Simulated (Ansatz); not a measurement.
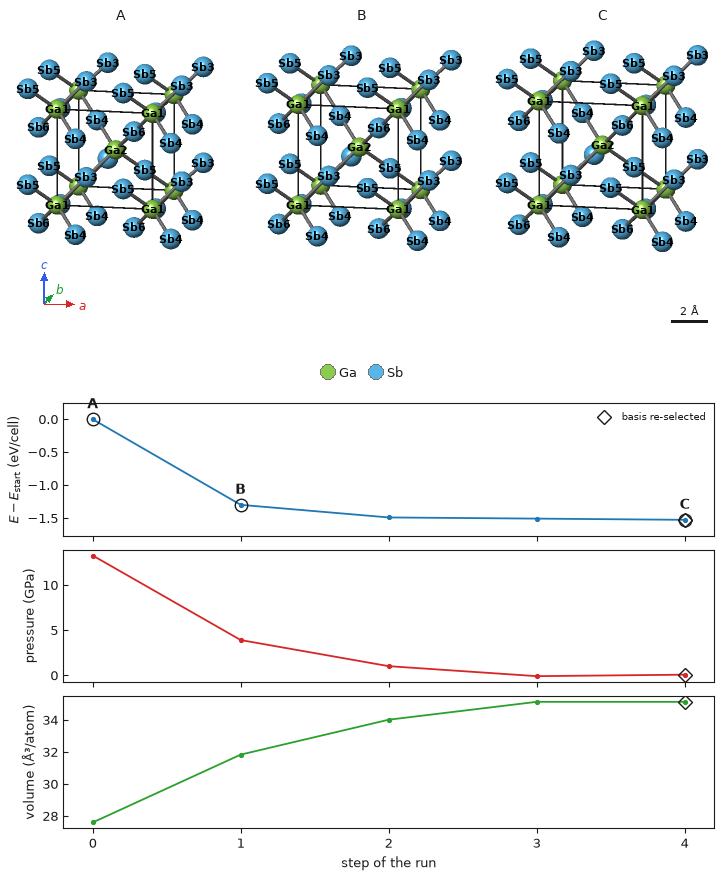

Frames of a relaxation of crystalline GaSb2 (built on the cuprite_224 type) (coarse preliminary run), marked on the history of the run. A ball-and-stick model of the cell of the calculation, seen slightly off an axis.

Case: anti-cuprite type (Pn-3m, No. 224).

Computed with Ansatz, DFT PBE, scalar-relativistic, plane waves, PAW. Set-up: plane-wave cutoff 420 eV; k-point mesh 4 × 4 × 4; occupations gaussian; smearing width 0.1 eV; no spin polarisation; cell and atoms relaxed; force threshold 0.04 eV/Å; at most 70 steps.

> Describe the path.

After 3 accepted moves (4 points after the start) the energy has fallen by 1.524 eV per cell of the calculation. All forces vanish by symmetry, so only the cell relaxes. Pressure: 13.28 GPa at the start and 0.08 GPa at the end. At 1 point the geometry stayed and the basis and grid were re-selected for the new cell (energy shift of 18.4 meV per cell of the calculation at most each time). No atom moves by more than 0.005 Å relative to the cell. The volume changes by +27.3 %, with a = b = c 5.492 → 5.952 Å (+8.4 %). Some distances before and after: Ga1–Sb3 2.378 → 2.577 Å. The space group stays Pn-3m (No. 224). From step 0 to 1: volume +15.3 %, energy −1.297 eV per cell of the calculation. From step 1 to 4: volume +10.4 %, energy −0.227 eV per cell of the calculation.

```csv
step,"E − E(0), meV/atom","pressure, GPa","volume, Å³/atom",note
0,0.00,13.28,27.603,
1,-216.10,3.92,31.840,
2,-247.96,1.03,34.021,
3,-250.91,-0.08,35.137,
4,-253.98,0.08,35.137,"same geometry, new basis"
```
